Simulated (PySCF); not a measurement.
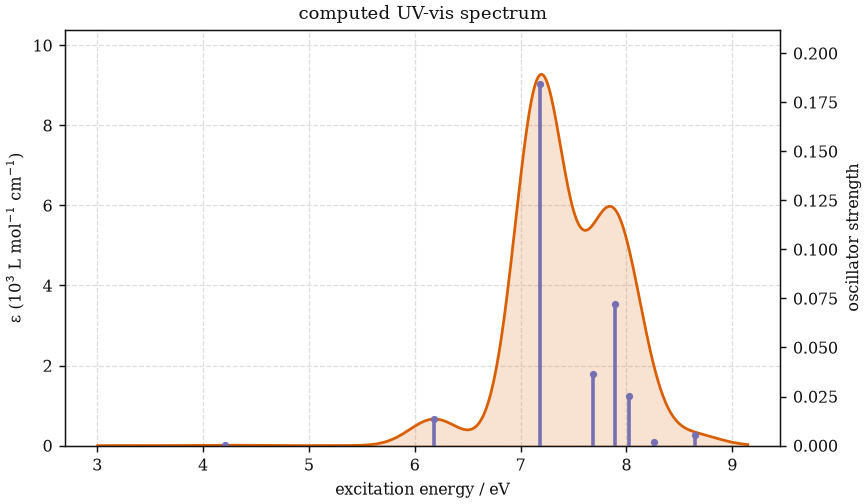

Computed absorption of C₃H₄O₂, SMILES O=C[C@H]1CO1. Vertical TDDFT excitations, PBE0/def2-SVPD with PySCF, at a GFN2-xTB geometry (no frequency check), gas phase. The lowest 8 singlet states are shown; each is broadened by a Gaussian of 1/e half-width 0.33 eV. Sticks give oscillator strengths (right axis).

Q: Where is the maximum of the broadened curve, and how high is it?

A: At about 7.2 eV (172 nm), with ε near 9300 L mol⁻¹ cm⁻¹.

Q: Where is the lowest singlet, and is it bright?

A: S1 lies at 4.21 eV (295 nm) with f = 0.000, mainly HOMO → LUMO (97 %); it is dark or nearly so.

Q: List the transitions behind the spectrum.

A:
| state | E (eV) | λ (nm) | f | main character |
| --- | --- | --- | --- | --- |
| S1 | 4.21 | 295 | 0.000 | HOMO → LUMO (97 %) |
| S2 | 6.19 | 200 | 0.014 | HOMO−1 → LUMO (90 %) |
| S3 | 7.18 | 173 | 0.184 | HOMO−2 → LUMO (85 %) |
| S4 | 7.68 | 161 | 0.036 | HOMO → LUMO+1 (76 %) |
| S5 | 7.89 | 157 | 0.072 | HOMO → LUMO+2 (85 %) |
| S6 | 8.03 | 154 | 0.025 | HOMO → LUMO+3 (84 %) |
| S7 | 8.26 | 150 | 0.002 | HOMO → LUMO+4 (89 %) |
| S8 | 8.65 | 143 | 0.005 | HOMO−1 → LUMO+1 (62 %) |

Caveats: states above the negative HOMO energy depend on the basis; the tight-binding geometry is rougher than a DFT one and adds to the error; one conformer of a flexible molecule; core orbitals are frozen in the response.
